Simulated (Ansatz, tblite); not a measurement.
# Cl₄Cu₄H₁₂N₄: rung by rung

How do method and basis change the picture of Cl₄Cu₄H₁₂N₄ (singlet)?

Computed with Ansatz 0.2.0, Gaussian basis. Level: as each input shows.

Levels to be run: GFN1-xTB, GFN2-xTB, PBE-D4/def2-SVP, r2SCAN-D4/def2-SVP, HF/6-31G, B3LYP-D4/6-31G, MP2/def2-SVP.

9 further runs of the same task are left out: 7 that didn't finish, 2 set aside as unsound or not needed. Runs told in other sessions of the task aren't counted.

### Step 1. The structure

The singlet was relaxed beforehand with PBE-D4/def2-SVP.

24 atoms, charge 0, spin multiplicity 1.

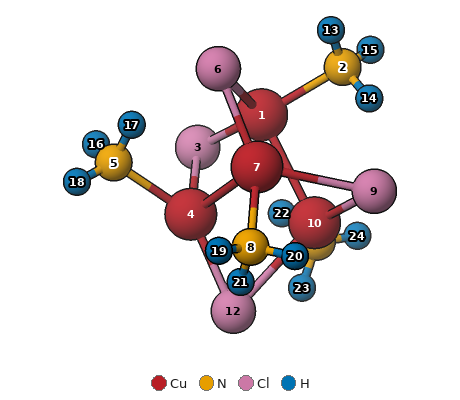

The geometry (copper red, nitrogen amber, chlorine pink, hydrogen blue); atoms are numbered from 1 in the order of the file.

No spin-orbit coupling is included.

PBE0-D4/def2-SVP was run before; its log isn't repeated, and its numbers join the tables.

### Step 2. GFN1-xTB

Tight binding, by tblite at 300 K electronic temperature and without a spin-polarisation term:

```python
tblite.interface.Calculator('GFN1-xTB', numbers, positions, charge=0, uhf=0).singlepoint()
```

Energy -1488.9958 eV, HOMO -10.90 eV, LUMO -8.98 eV; 0.028 s.

### Step 3. GFN2-xTB

Tight binding, by tblite at 300 K electronic temperature and without a spin-polarisation term:

```python
tblite.interface.Calculator('GFN2-xTB', numbers, positions, charge=0, uhf=0).singlepoint()
```

Energy -1410.6619 eV, HOMO -9.49 eV, LUMO -5.73 eV; 0.029 s.

### Step 4. PBE-D4/def2-SVP

start.molden holds the orbitals of an earlier run on this state, given as this run's starting guess.

Input file in.yaml:

```yaml
crystal:
  periodic: [false, false, false]
  atoms:
    - {symbol: Cu, position_ang: [0.914522, -1.187266, -0.565812]}
    - {symbol: N, position_ang: [-0.137429, -2.857168, -1.036114]}
    - {symbol: Cl, position_ang: [2.511048, 0.210767, -1.303089]}
    - {symbol: Cu, position_ang: [0.893532, 1.276187, 0.366228]}
    - {symbol: N, position_ang: [2.282165, 0.900476, 1.799661]}
    - {symbol: Cl, position_ang: [0.822117, -1.966404, 1.872598]}
    - {symbol: Cu, position_ang: [-0.751836, -0.453729, 1.338967]}
    - {symbol: N, position_ang: [-1.947112, 0.991485, 2.121001]}
    - {symbol: Cl, position_ang: [-2.647145, -0.981249, -0.293313]}
    - {symbol: Cu, position_ang: [-1.060320, 0.366202, -1.143825]}
    - {symbol: N, position_ang: [-0.196838, 0.964224, -2.883292]}
    - {symbol: Cl, position_ang: [-0.687213, 2.739189, -0.276763]}
    - {symbol: H, position_ang: [0.033833, -3.539855, -0.283641]}
    - {symbol: H, position_ang: [-1.131012, -2.563606, -0.954546]}
    - {symbol: H, position_ang: [-0.012956, -3.334141, -1.938486]}
    - {symbol: H, position_ang: [3.188828, 0.818350, 1.317462]}
    - {symbol: H, position_ang: [2.041438, -0.048547, 2.147117]}
    - {symbol: H, position_ang: [2.401570, 1.523495, 2.608370]}
    - {symbol: H, position_ang: [-1.903023, 1.244163, 3.116456]}
    - {symbol: H, position_ang: [-2.918027, 0.729976, 1.897274]}
    - {symbol: H, position_ang: [-1.727729, 1.836594, 1.557903]}
    - {symbol: H, position_ang: [0.815584, 0.777896, -2.742116]}
    - {symbol: H, position_ang: [-0.305566, 1.987738, -2.933852]}
    - {symbol: H, position_ang: [-0.478431, 0.565222, -3.788179]}
basis:
  gaussian: {orbitals: def2-SVP, initial_orbitals: start.molden}
hamiltonian: {xc: pbe, dispersion: d4}
scf: {omitted_lower_state_checks: [starts]}
output: {orbitals: {seedname: orbitals}}
```

Command:

```
$ ansatz run in.yaml --threads 4 --pin off --events-out ev --progress --plain --max-ram 6963MiB
```

Output:

```text
Functional definition: PBE
  name "PBE"
  cite "Perdew, Burke & Ernzerhof, Phys. Rev. Lett. 77, 3865 (1996) doi:10.1103/PhysRevLett.77.3865"
  parent pbe
  parameter kappa = 0.804
  parameter beta = 0.06672455060314922
  exchange = pbe_x(kappa = kappa, mu = beta*pi^2/3)
  correlation = pbe_c(beta = beta)
these checks for a lower state are left out or cut short: starts
3700 factors; their error is unknown
mean field evaluation 1: about -234722.2450 eV, gradient 1.3e1 eV
mean field evaluation 2: about -234722.7123 eV, gradient 5.7e-1 eV
mean field evaluation 4: about -234722.5480 eV, gradient 3.7e-1 eV
mean field evaluation 8: about -234722.5483 eV, gradient 1.3e-5 eV
mean field -234722.54826139 eV, -8625.8945479486 hartree, gradient 1.3e-5 eV, S^2 0.000000; 0 other end points of the search recorded, 0 dependent functions left out
reference -234722.54836418 eV, -8625.8945517261 hartree; 112, 112 occupied and 200, 200 virtual orbitals, 3700 factors
Total energy: -234723.83748447 eV, -8625.9419260227 hartree
Checks for a lower state left out: starts
```

Run time: 15 s. Hardware: 4 threads of Arm Neoverse V1, shared host; peak memory 0.96 GiB.

From the report: HOMO -3.83 eV, LUMO -1.80 eV.

### Step 5. r2SCAN-D4/def2-SVP

in.yaml, as its differences from that of step 4:

```diff
@@ -29,3 +29,3 @@
   gaussian: {orbitals: def2-SVP, initial_orbitals: start.molden}
-hamiltonian: {xc: pbe, dispersion: d4}
+hamiltonian: {xc: r2scan, dispersion: d4}
 scf: {omitted_lower_state_checks: [starts]}
```

Same command.

Output:

```text
Functional definition: r2SCAN
  name "r2SCAN"
  cite "Furness, Kaplan, Ning, Perdew & Sun, J. Phys. Chem. Lett. 11, 8208 (2020) doi:10.1021/acs.jpclett.0c02405"
  cite "Furness, Kaplan, Ning, Perdew & Sun, J. Phys. Chem. Lett. 11, 9248 (2020) doi:10.1021/acs.jpclett.0c03077"
  parent r2scan
  parameter k0 = 0.174
  parameter k1 = 0.065
  parameter a1 = 4.9479
  exchange = r2scan_x(k0 = k0, k1 = k1, a1 = a1)
  correlation = r2scan_c
these checks for a lower state are left out or cut short: starts
3700 factors; their error is unknown
mean field evaluation 1: about -234770.9508 eV, gradient 7.4e0 eV
mean field evaluation 2: about -234771.1410 eV, gradient 3.0e-1 eV
mean field evaluation 4: about -234770.9766 eV, gradient 1.1e-3 eV
mean field -234770.97655753 eV, -8627.6742550057 hartree, gradient 2.2e-5 eV, S^2 0.000000; 0 other end points of the search recorded, 0 dependent functions left out
reference -234770.97659444 eV, -8627.6742563621 hartree; 112, 112 occupied and 200, 200 virtual orbitals, 3700 factors
Total energy: -234771.31907045 eV, -8627.6868421235 hartree
Checks for a lower state left out: starts
```

Wall time 32 s (4 threads of Arm Neoverse V1, shared host); peak memory 1.1 GiB.

Report: HOMO -4.04 eV, LUMO -1.77 eV.

### Step 6. HF/6-31G

in.yaml, as its differences from that of step 5:

```diff
@@ -28,4 +28,4 @@
 basis:
-  gaussian: {orbitals: def2-SVP, initial_orbitals: start.molden}
-hamiltonian: {xc: r2scan, dispersion: d4}
+  gaussian: {orbitals: 6-31G}
+hamiltonian: {xc: hf}
 scf: {omitted_lower_state_checks: [starts]}
```

Same command.

Output:

```text
Functional definition: HF
  name "HF"
  cite "Fock, Z. Phys. 61, 126 (1930) doi:10.1007/BF01340294"
  parent pbe
  exchange = exact_x
  correlation = 0
these checks for a lower state are left out or cut short: starts
2616 factors; integrals over basis functions are off by at most 2.2e-4 eV
mean field evaluation 1: about -234477.9931 eV, gradient 1.1e2 eV
mean field evaluation 2: about -234478.0250 eV, gradient 1.1e2 eV
mean field evaluation 4: about -234495.0418 eV, gradient 7.0e0 eV
mean field evaluation 8: about -234495.3061 eV, gradient 1.4e-1 eV
mean field -234495.31016776 eV, -8617.5437020351 hartree, gradient 1.8e-5 eV, S^2 0.000000; 0 other end points of the search recorded, 0 dependent functions left out
reference -234495.31016776 eV, -8617.5437020351 hartree; 112, 112 occupied and 116, 116 virtual orbitals, 2616 factors
Total energy: -234495.31016776 eV, -8617.5437020351 hartree
Checks for a lower state left out: starts
```

Wall time 15 s (4 threads of Arm Neoverse V1, shared host); peak memory 1.4 GiB.

From the report: HOMO -9.81 eV, LUMO 1.99 eV.

### Step 7. B3LYP-D4/6-31G

in.yaml, as its differences from that of step 6:

```diff
@@ -29,3 +29,3 @@
   gaussian: {orbitals: 6-31G}
-hamiltonian: {xc: hf}
+hamiltonian: {xc: {name: B3LYP}, dispersion: d4}
 scf: {omitted_lower_state_checks: [starts]}
```

Launched as before.

Output, shortened:

```text
Functional definition: B3LYP
  name "B3LYP"
  cite "Stephens, Devlin, Chabalowski & Frisch, J. Phys. Chem. 98, 11623 (1994) doi:10.1021/j100096a001"
  cite "Becke, Phys. Rev. A 38, 3098 (1988) doi:10.1103/PhysRevA.38.3098"
  cite "Lee, Yang & Parr, Phys. Rev. B 37, 785 (1988) doi:10.1103/PhysRevB.37.785"
  cite "Vosko, Wilk & Nusair, Can. J. Phys. 58, 1200 (1980) doi:10.1139/p80-159"
[...]
2616 factors; integrals over basis functions are off by at most 2.2e-4 eV
[...]
mean field -234791.69251173 eV, -8628.4355522809 hartree, gradient 2.6e-5 eV, S^2 0.000000; 0 other end points of the search recorded, 0 dependent functions left out
reference -234791.69293240 eV, -8628.4355677403 hartree; 112, 112 occupied and 116, 116 virtual orbitals, 2616 factors
Total energy: -234793.77754349 eV, -8628.5121757848 hartree
Checks for a lower state left out: starts
```

Run time: 22 s. Hardware: 4 threads of Arm Neoverse V1, shared host; peak memory 1.4 GiB.

Report: HOMO -4.74 eV, LUMO -1.34 eV.

### Step 8. MP2/def2-SVP

in.yaml, as its differences from that of step 7:

```diff
@@ -28,4 +28,4 @@
 basis:
-  gaussian: {orbitals: 6-31G}
-hamiltonian: {xc: {name: B3LYP}, dispersion: d4}
+  gaussian: {orbitals: def2-SVP, initial_orbitals: start.molden}
+correlation: {method: mp2, frozen_orbitals: {Cl: 5, Cu: 9, H: 0, "N": 1}}
 scf: {omitted_lower_state_checks: [starts]}
```

The command is unchanged.

Output:

```text
Functional definition: HF
  name "HF"
  cite "Fock, Z. Phys. 61, 126 (1930) doi:10.1007/BF01340294"
  parent pbe
  exchange = exact_x
  correlation = 0
these checks for a lower state are left out or cut short: starts
3224 factors; integrals over basis functions are off by at most 1.3e-3 eV
mean field evaluation 1: about -234483.4498 eV, gradient 3.8e1 eV
mean field evaluation 2: about -234486.6296 eV, gradient 3.4e0 eV
mean field evaluation 4: about -234488.0104 eV, gradient 2.7e0 eV
mean field evaluation 8: about -234488.0318 eV, gradient 4.3e-4 eV
mean field -234488.03179791 eV, -8617.2762268768 hartree, gradient 4.8e-6 eV, S^2 0.000000; 0 other end points of the search recorded, 0 dependent functions left out
60 core orbitals not correlated: weight in the atoms' cores, before any rotation towards them, 1.000 or more for the frozen orbitals, at most 0.000 for the correlated occupied ones
reference -234488.03179791 eV, -8617.2762268768 hartree; 52, 52 occupied and 200, 200 virtual orbitals, 3224 factors
second order -71.58049941 eV of doubles, -0.00000000 eV of singles
Total energy: -234559.61229732 eV, -8619.9067617111 hartree
Checks for a lower state left out: starts
```

Run time: 36 s. Hardware: 4 threads of Arm Neoverse V1, shared host; peak memory 1.9 GiB.

Report: Hartree-Fock HOMO -10.09 eV, LUMO 2.11 eV.

### Step 9. Comparison

| level | functions | HOMO (eV) | LUMO (eV) | gap (eV) | time |
| --- | --- | --- | --- | --- | --- |
| HF/6-31G | 228 | -9.81 | 1.99 | 11.80 | 15 s |
| PBE-D4/def2-SVP | 312 | -3.83 | -1.80 | 2.03 | 15 s |
| r2SCAN-D4/def2-SVP | 312 | -4.04 | -1.77 | 2.27 | 32 s |
| B3LYP-D4/6-31G | 228 | -4.74 | -1.34 | 3.40 | 22 s |
| PBE0-D4/def2-SVP | 312 | -5.65 | -1.16 | 4.49 | 36 s |

The pieces so far (eV):

| basis | HF | MP2 correlation | total |
| --- | --- | --- | --- |
| def2-SVP | -234488.0318 | -71.5805 | -234559.6123 (MP2) |

### Step 10. Binding energy

Free atoms were run apart at each level; binding is atoms less cluster, divided by the number of atoms, without zero-point or spin-orbit terms.

| level | binding an atom (eV) |
| --- | --- |
| HF/6-31G | 2.251 |
| HF/def2-SVP | 2.162 |
| PBE-D4/def2-SVP | 3.407 |
| r2SCAN-D4/def2-SVP | 3.366 |
| B3LYP-D4/6-31G | 3.356 |
| PBE0-D4/def2-SVP | 3.284 |
| MP2/def2-SVP | 3.053 |

### Step 11. Results

```
                                                quantity                                value
gap in def2-SVP, named functionals, smallest and largest  2.03 eV (PBE-D4), 4.49 eV (PBE0-D4)
                        correlation energy, MP2/def2-SVP                            -71.58 eV
                binding an atom, functionals in def2-SVP   3.28 (PBE0-D4) to 3.41 eV (PBE-D4)
```

What this shows: Orbital gaps of the named functionals in def2-SVP span 2.03 eV (PBE-D4) to 4.49 eV (PBE0-D4); exact exchange widens it.

The slowest run with a step of its own, MP2/def2-SVP, took 36 s; the quickest functional in def2-SVP took 15 s (shared host).
